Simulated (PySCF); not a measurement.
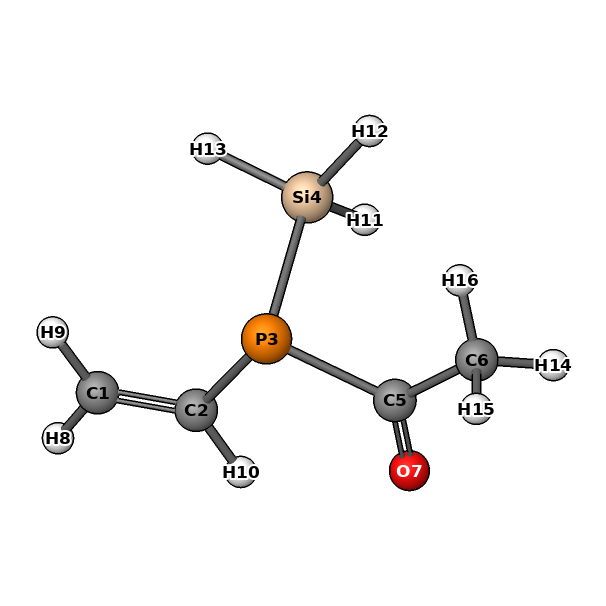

The questions are on isotropic NMR shieldings of the C atoms. The geometry was computed by an optimisation with GFN2-xTB. No frequency run is at hand to confirm it as a minimum. Method: GIAO PBE0/pcSseg-1 NMR shielding, non-relativistic, gas phase (PySCF 2.14.0).

List the isotropic NMR shieldings of the C atoms.

```json
{"atom": "C1", "σ (ppm)": "52.7"}
{"atom": "C2", "σ (ppm)": "47.2"}
{"atom": "C5", "σ (ppm)": "−36.8"}
{"atom": "C6", "σ (ppm)": "151.9"}
```

The geometry is semi-empirical. Around P, Si such bond lengths and angles can be off by a tenth of an ångström or more and by several degrees, and values that hang on the shape move with them.
